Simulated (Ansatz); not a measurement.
Input

```
crystal:
  periodic: [false, false, false]
  atoms:
    - { symbol: Al, position_ang: [-0.848721, -0.150312, -0.268464] }
    - { symbol: Si, position_ang: [1.315009, -1.007287, 0.02599] }
    - { symbol: O, position_ang: [-1.271048, 0.397155, -1.81134] }
    - { symbol: O, position_ang: [-2.037314, -0.023226, 0.927344] }
    - { symbol: H, position_ang: [0.97537, 1.672117, 0.404071] }
    - { symbol: H, position_ang: [0.51591, 2.142122, 0.646374] }
    - { symbol: H, position_ang: [2.277368, -0.265554, -0.830883] }
    - { symbol: H, position_ang: [1.762523, -0.82626, 1.434662] }
    - { symbol: H, position_ang: [1.452889, -2.452791, -0.293745] }
    - { symbol: H, position_ang: [-2.101733, 0.774679, -2.079661] }
    - { symbol: H, position_ang: [-2.040153, -0.260644, 1.845653] }
basis:
  gaussian: { orbitals: def2-SVP }
hamiltonian:
  xc: { name: BHLYP }
  dispersion: d4
relax:
  f_tol: 0.03
  max_steps: 50
output:
  orbitals: {}
```

Launched as:

```sh
ansatz run input.yaml --threads 2 --pin off --max-ram 3072MiB --backend cpu --events-out ev --progress --plain --runs-dir out
```

The fields are those of the relaxed geometry.

Method: RKS BHLYP-D4/def2-SVP in Ansatz.

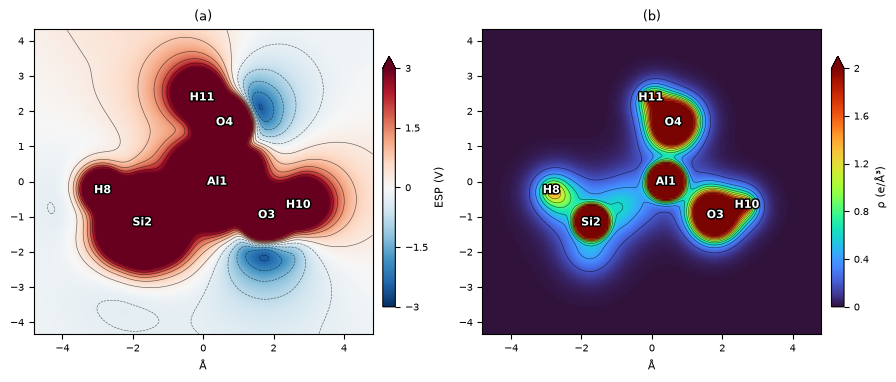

AlH₅O₂Si···H₂. (a) electrostatic potential; (b) total electron density on the plane of atoms O3, Al1 and O4.

Question: Describe what can be read from this map.

Answer: Atoms in the plane: Al, Si, O and H. Al–O (1.69 Å): the density is about 0.85 e/Å³ at the midpoint. Al–Si (2.43 Å): the density is about 0.55 e/Å³ at the midpoint. O–H (0.95 Å): ρ is about 3.7 e/Å³ halfway. Si–H (1.49 Å): ρ is about 0.74 e/Å³ halfway. Outside the dense part of the complex the potential is most negative (−2.5 V) near O3.
